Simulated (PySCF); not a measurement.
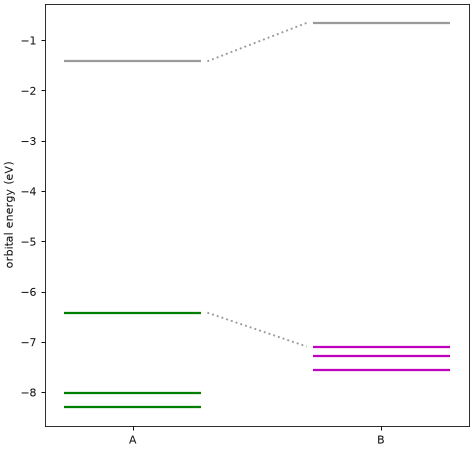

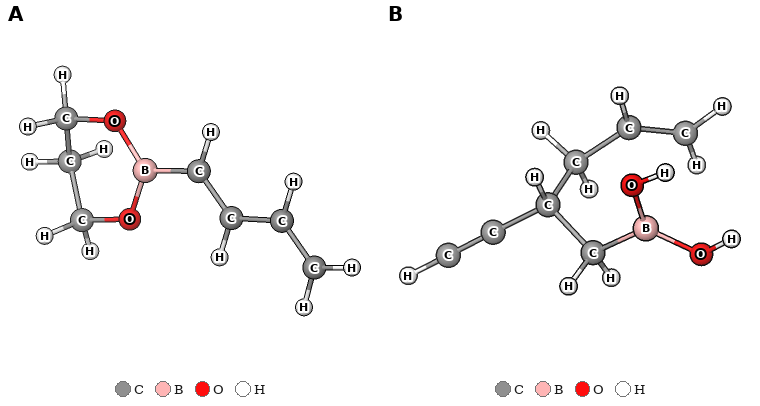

Related molecules: A is C₇H₁₁BO₂, SMILES C=C/C=C/B1OCCCO1; B is C₇H₁₁BO₂, SMILES C#C[C@H](CC=C)CB(O)O. Frontier orbital energies, B3LYP/def2-SVPD with PySCF, at a PBE0-D3(BJ)/def2-SVP geometry (no frequency check); drawn are at most three filled levels and, in grey, the LUMO with any level within 0.03 eV of it; dotted lines join the HOMOs and the LUMOs.

What does the change do to the frontier levels?

From A to B the HOMO falls by 0.67 eV and the LUMO rises by 0.76 eV, so the separation goes from 5.00 to 6.44 eV.

Does the ΔSCF ionisation energy follow the HOMO?

A: −ε(HOMO) 6.42, ΔSCF 8.40 eV; B: −ε(HOMO) 7.09, ΔSCF 8.97 eV.

Limits of at least one run: one conformer of a flexible molecule.
